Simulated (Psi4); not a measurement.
**B97M-V/STO-6G run of SnCl2 (SMILES [Cl][Sn][Cl])**

What is the energy change on altering one bond length of SnCl2 at B97M-V/STO-6G? 

The calculation is run with Psi4 1.11.

3 further runs of the same task are left out: 3 set aside as unsound or not needed.

**1. Starting point**

SnCl2: 3 atoms, total charge 0, spin state singlet. As SMILES, `[Cl][Sn][Cl]`. The shape is that of a PBE0-D4/def2-TZVP optimisation.

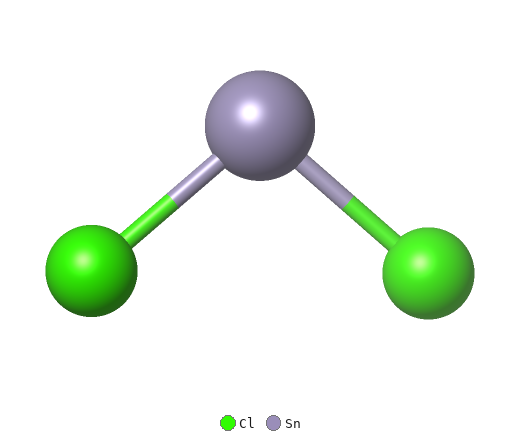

The structure, seen from a chosen angle (chlorine green, tin purple).

**2. The energy at B97M-V/STO-6G**

The input, cl2sn.json:

```json
{
  "schema_name": "qcschema_input",
  "schema_version": 1,
  "molecule": {
    "schema_name": "qcschema_molecule",
    "schema_version": 2,
    "symbols": ["Cl", "Sn", "Cl"],
    "geometry": [2.18112189, 2.30678868, 1.42863295, -1.50592275, 0.98057889, -0.71167086, -0.69579716, -3.41001079, -0.74190648],
    "molecular_charge": 0,
    "molecular_multiplicity": 1,
    "fix_com": true,
    "fix_orientation": true
  },
  "driver": "energy",
  "model": {
    "method": "b97m-v",
    "basis": "STO-6G"
  },
  "keywords": {
    "reference": "rks",
    "scf_type": "direct"
  }
}
```

The run is started by

```sh
$ psi4 --qcschema cl2sn.json -n 1 --memory 1600MB
```

stdout:

```text
[...]
  Running in c1 symmetry.
[...]
  Nuclear repulsion =  423.522351830074967
[...]
  Multiplicity = 1
[...]
  Nalpha       = 42
  Nbeta        = 42
[...]
    Number of basis functions: 45
[...]
   @DF-RKS iter   1: -7045.03906926625768   -1.93280e+00   7.48027e-03 ADIIS/DIIS
[...]
   @RKS iter  11: -6913.32748648404868   -5.57602e-08   3.79425e-07 DIIS
[...]
    Orbital Energies [Eh]
    ---------------------
    Doubly Occupied:
       1A   -1030.787201     2A   -148.078879     3A   -142.252547
       4A   -142.252088     5A   -142.251644     6A   -101.681953
       7A   -101.681947     8A    -26.315831     9A    -25.041333
      10A    -25.039804    11A    -25.038057    12A    -17.037349
      13A    -17.037111    14A    -17.036021    15A    -17.034834
      16A    -17.034614    17A     -9.186958    18A     -9.186705
      19A     -6.951758    20A     -6.951398    21A     -6.943031
      22A     -6.942962    23A     -6.941008    24A     -6.940875
      25A     -3.891183    26A     -3.016802    27A     -3.011420
      28A     -3.004240    29A     -0.710641    30A     -0.703199
      31A     -0.553283    32A     -0.552760    33A     -0.548613
      34A     -0.544681    35A     -0.542153    36A     -0.343112
[...]
  @RKS Final Energy: -6913.32748648404868
   => Energetics <=
    Nuclear Repulsion Energy =            423.5223518300749674
    One-Electron Energy =              -10402.0927635188145359
    Two-Electron Energy =                3284.3508227515599174
    DFT Exchange-Correlation Energy =    -219.4606596204409641
    Empirical Dispersion Energy =           0.0000000000000000
    VV10 Nonlocal Energy =                  0.3527620735721849
    Total Energy =                      -6913.3274864840486771
[...]
 Multipole Moments:
 ------------------------------------------------------------------------------------
     Multipole            Electronic (a.u.)      Nuclear  (a.u.)        Total (a.u.)
 ------------------------------------------------------------------------------------
 L = 1.  Multiply by 2.5417464519 to convert [e a0] to [Debye]
 Dipole X            :         49.1817399          -50.0456171           -0.8638772
 Dipole Y            :        -29.6854746           30.2741686            0.5886940
 Dipole Z            :         23.5038676          -23.9091930           -0.4053254
 Magnitude           :                                                    1.1212195
[...]
```

The result, in JSON:

```text
{
 "driver": "energy",
 "model": {
  "method": "b97m-v",
  "basis": "STO-6G"
 },
 "success": true,
 "return_result": -6913.327486484049,
 "properties": {
  "calcinfo_nbasis": 45,
  "calcinfo_nmo": 45,
  "calcinfo_nalpha": 42,
  "calcinfo_nbeta": 42,
  "calcinfo_natom": 3,
  "nuclear_repulsion_energy": 423.52235183007497,
  "return_energy": -6913.327486484049,
  "scf_one_electron_energy": -10402.092763518815,
  "scf_two_electron_energy": 3284.35082275156,
  "scf_vv10_energy": 0.3527620735721849,
  "scf_xc_energy": -219.46065962044096,
  "scf_dipole_moment": [-0.8638771777920837, 0.5886940288224984, -0.4053254098957453],
  "scf_total_energy": -6913.327486484049,
  "scf_iterations": 11
 }
}
```

Run time: 27 s. Hardware: 1 thread of AMD EPYC 7B13 (Zen 3), shared host; peak memory 0.33 GiB.

**3. The distorted shape at the same level**

The input, run.py:

```python
import psi4

psi4.set_memory('1600 MB')
psi4.set_num_threads(1)
psi4.core.set_output_file('psi4.out', False)

molecule = psi4.geometry("""
Cl
Sn 1 2.5989
Cl 2 2.362674 1 98.36668
no_reorient
no_com
""")

options = {'basis': 'STO-6G', 'reference': 'rks', 'scf_type': 'direct'}
psi4.set_options(options)

result, w = psi4.energy("b97m-v", return_wfn=True)
print(f'b97m-v energy: {result:.10f} Eh')
for k, v in sorted(psi4.core.scalar_variables().items()):
    print(f'{k:45s} {v:18.10f}')
```

The run is started by

```sh
$ python run.py
```

psi4.out:

```text
[...]
  Running in cs symmetry.
[...]
  Nuclear repulsion =  404.145079787408804
[...]
  Multiplicity = 1
[...]
  Nalpha       = 42
  Nbeta        = 42
[...]
    Number of basis functions: 45
[...]
   @DF-RKS iter   1: -7045.04432439247284   -2.04624e+00   9.24567e-03 ADIIS/DIIS
[...]
   @RKS iter  14: -6913.31199551368081   -2.62603e-07   5.54119e-07 DIIS
[...]
    Orbital Energies [Eh]
    ---------------------
    Doubly Occupied:
       1Ap  -1030.791085     2Ap  -148.082775     1App -142.256445
       3Ap  -142.256027     4Ap  -142.255638     5Ap  -101.695117
       6Ap  -101.639620     7Ap   -26.320007     2App  -25.045592
       8Ap   -25.044096     9Ap   -25.042583    10Ap   -17.041584
       3App  -17.041358     4App  -17.040419    11Ap   -17.039276
      12Ap   -17.039106    13Ap    -9.199147    14Ap    -9.146529
      15Ap    -6.963863     5App   -6.955301    16Ap    -6.953374
      17Ap    -6.911390     6App   -6.902782    18Ap    -6.900961
      19Ap    -3.896068     7App   -3.021968    20Ap    -3.015858
      21Ap    -3.009950    22Ap    -0.715968    23Ap    -0.658033
       8App   -0.557790    24Ap    -0.557592     9App   -0.554011
      25Ap    -0.549645    26Ap    -0.547519    27Ap    -0.339559
[...]
  @RKS Final Energy: -6913.31199551368081
   => Energetics <=
    Nuclear Repulsion Energy =            404.1450797874088039
    One-Electron Energy =              -10363.5979694460984319
    Two-Electron Energy =                3265.2294438464914492
    DFT Exchange-Correlation Energy =    -219.4419709613491705
    Empirical Dispersion Energy =           0.0000000000000000
    VV10 Nonlocal Energy =                  0.3534212598660446
    Total Energy =                      -6913.3119955136808130
[...]
 Multipole Moments:
 ------------------------------------------------------------------------------------
     Multipole            Electronic (a.u.)      Nuclear  (a.u.)        Total (a.u.)
 ------------------------------------------------------------------------------------
 L = 1.  Multiply by 2.5417464519 to convert [e a0] to [Debye]
 Dipole X            :         -7.5390423            6.7454147           -0.7936276
 Dipole Y            :         -7.6798252            6.5075877           -1.1722375
 Dipole Z            :          0.0000000            0.0000000            0.0000000
 Magnitude           :                                                    1.4156220
[...]
```

Standard output:

```text
b97m-v energy: -6913.3119955137 Eh
CURRENT ENERGY                                  -6913.3119955137
CURRENT REFERENCE ENERGY                        -6913.3119955137
DD SOLVATION ENERGY                                 0.0000000000
DFT FUNCTIONAL TOTAL ENERGY                     -6913.3119955137
DFT TOTAL ENERGY                                -6913.3119955137
DFT VV10 ENERGY                                     0.3534212599
DFT XC ENERGY                                    -219.4419709613
GRID ELECTRONS ALPHA                               41.9999974678
GRID ELECTRONS BETA                                41.9999974678
GRID ELECTRONS TOTAL                               83.9999949355
NUCLEAR REPULSION ENERGY                          404.1450797874
ONE-ELECTRON ENERGY                            -10363.5979694461
PCM POLARIZATION ENERGY                             0.0000000000
PE ENERGY                                           0.0000000000
SCF ITERATION ENERGY                            -6913.3119955137
SCF ITERATIONS                                     14.0000000000
SCF TOTAL ENERGY                                -6913.3119955137
TWO-ELECTRON ENERGY                              3265.2294438465
XC GRID RADIAL POINTS                              75.0000000000
XC GRID SPHERICAL POINTS                          302.0000000000
XC GRID TOTAL POINTS                            60469.0000000000
```

Wall time 32 s (1 thread of AMD EPYC 7B13 (Zen 3), shared host); peak memory 0.33 GiB.

**4. Outcome**

Level: B97M-V/STO-6G.

| quantity | value |
| --- | --- |
| first shape: total energy | -6913.32749 Eh |
| first shape: dipole moment | 2.85 D |
| first shape: HOMO energy | -4.11 eV |
| first shape: LUMO energy | -1.39 eV |
| first shape: HOMO–LUMO gap | 2.72 eV |
| distorted shape: total energy | -6913.31200 Eh |
| distorted shape: dipole moment | 3.60 D |
| distorted shape: HOMO energy | -4.34 eV |
| distorted shape: LUMO energy | -1.68 eV |
| distorted shape: HOMO–LUMO gap | 2.66 eV |
| energy change with the Cl1–Sn2 bond stretched from 2.363 to 2.599 Å | 0.422 eV |

With the Cl1–Sn2 bond stretched from 2.363 to 2.599 Å the energy rises by 0.42 eV (40.7 kJ/mol). The first shape isn't relaxed at this level, so the change isn't measured from a minimum. The minimal basis adds a large error of its own. Relativity is left out (first shape) although the molecule holds a heavy atom. Relativity is left out (distorted shape) although the molecule holds a heavy atom.
